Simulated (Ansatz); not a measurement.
# In3 (charge −1): what the fields show

The calculation's input:

```
crystal:
  periodic: [false, false, false]
  atoms:
    - {symbol: In, position_ang: [0.538114, -1.083727, 1.149933]}
    - {symbol: In, position_ang: [0.812736, 1.438576, -0.237361]}
    - {symbol: In, position_ang: [-1.350849, -0.354849, -0.912572]}
basis:
  gaussian: {orbitals: def2-TZVPD, initial_orbitals: start.molden}
total_charge: -1
hamiltonian: {xc: pbe0, dispersion: d4}
scf: {omitted_lower_state_checks: [starts]}
output: {orbitals: {seedname: orbitals}}
```

Run with:

```sh
ansatz run in.yaml --threads 2 --pin off --events-out ev --progress --plain --max-ram 4352MiB
```

Geometry: r2SCAN-D4/def2-SVPD; core potentials replace the inner electrons of In.

Theory: RKS PBE0-D4/def2-TZVPD in Ansatz.

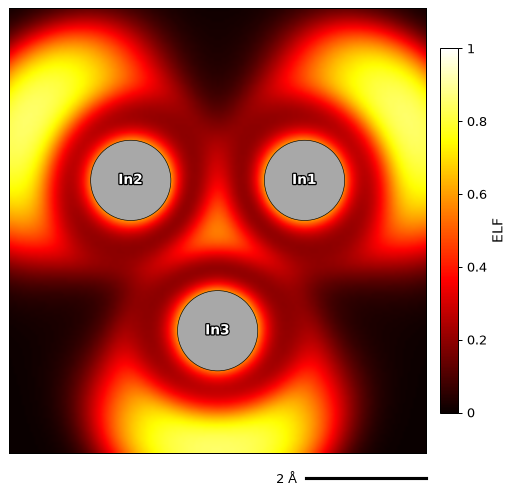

Figure 1. ELF on the molecular plane. Grey discs cover the atomic cores.

### Interpret the plot.

The section cuts through In sites. In–In (2.89 Å): the ELF is about 0.35 at the midpoint.

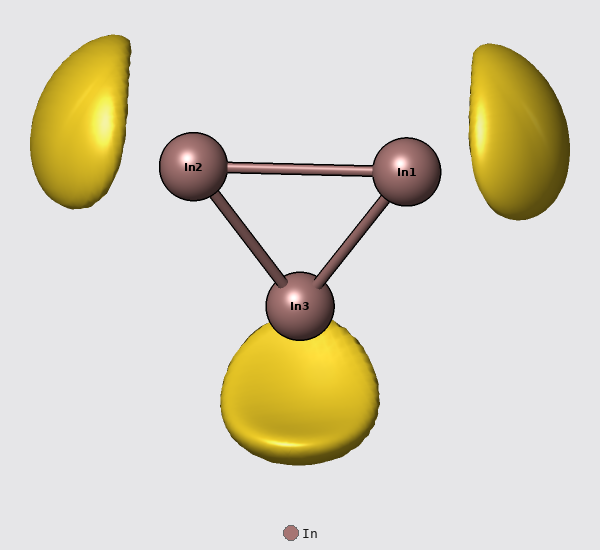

Figure 2. Isosurface of the electron localisation function at 0.75 (yellow), seen at an oblique angle. Only the valence region is drawn (cores and ρ < 0.01 e/Å³ removed).

### Identify the bonds, lone pairs and shells in this picture.

At this value the surface marks out three lobes on In, pointing away from the bonds (lone pairs).

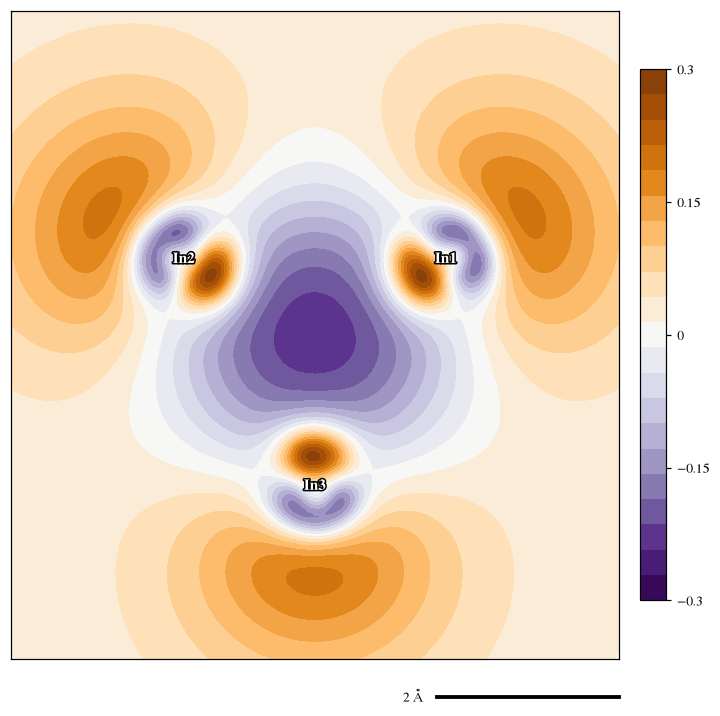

Figure 3. The HOMO on the molecular plane (values in Å⁻³ᐟ²; the overall sign is arbitrary).

### What is the character of this orbital?

It lies mainly on In1 (about 35 %), In2 (about 35 %) and In3 (about 35 %); it is symmetric in the molecular plane (an in-plane orbital: σ, lone-pair or in-plane π type). Its energy is −0.29 eV.

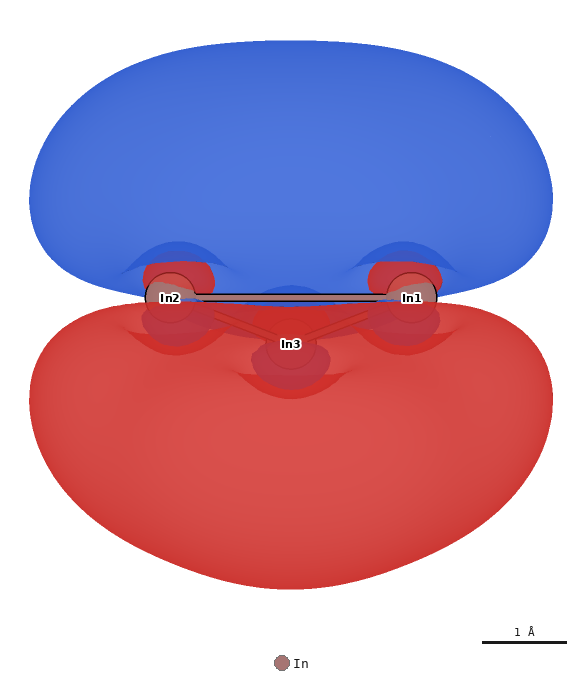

Figure 4. The HOMO−1 at ±0.04 Å⁻³ᐟ² (blue and red are the two phases), seen from one side.

### What is the character of this orbital?

It lies mainly on In1 (about 35 %), In2 (about 35 %) and In3 (about 35 %); it changes sign across the molecular plane (π type); π-bonding across In1–In2, In1–In3 and In2–In3. Its energy is −0.40 eV.
